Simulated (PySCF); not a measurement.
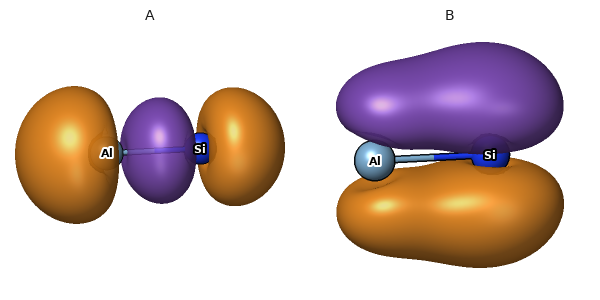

AlSi (quartet). Two frontier α-spin orbitals, each drawn at the value that holds 80 % of its norm (orange and purple are the two phases), in no order; of a degenerate pair one member is drawn.

Level of theory: PBE0/6-311G(d,p), non-relativistic, at a bond length of 2.431 Å (PySCF).

### Label each orbital by symmetry, say whether it is occupied, and order them by energy.

Orbital B: π, occupied in this spin, −5.84 eV; mainly on Si (70 %).
Orbital A: σ, occupied in this spin, −5.80 eV; shared between the atoms (Al 55 %, Si 45 %).
